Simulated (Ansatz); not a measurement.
Corundum (α-Al2O3), treated with BLYP (Ansatz, a first-principles code, PAW).

Settings: plane-wave cutoff 520 eV, 8×8×8 k mesh, Fermi–Dirac smearing 0.01 eV, scalar-relativistic PAW data made under PBE.

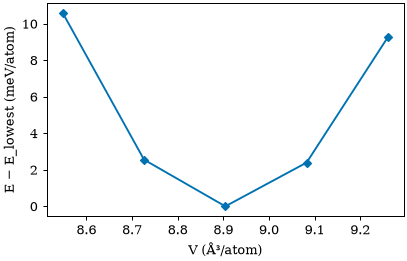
Figure: Total energy against volume

**Question.** From the curve, estimate the equilibrium volume and the bulk modulus.

**Answer.** V0 ≈ 8.9 Å³/atom and B0 ≈ 220 GPa; the fit gives V0 = 8.904 Å³/atom, B0 = 223 GPa, B′ = 4.0.

Shape and atoms are relaxed at each volume.

Measured, for comparison: bulk modulus 254 GPa (298 K, copied from a table, unchecked, no zero-point or thermal correction, with K' = 4.34, our sources range from 239 to 254; as tabulated in BurnMan's mineral tables). Computed (rounded) less measured: bulk modulus not scored (unchecked).

Note: the bulk modulus comes from volumes at which shape and atoms were relaxed.

The computed numbers hold no vibrational or temperature effects.
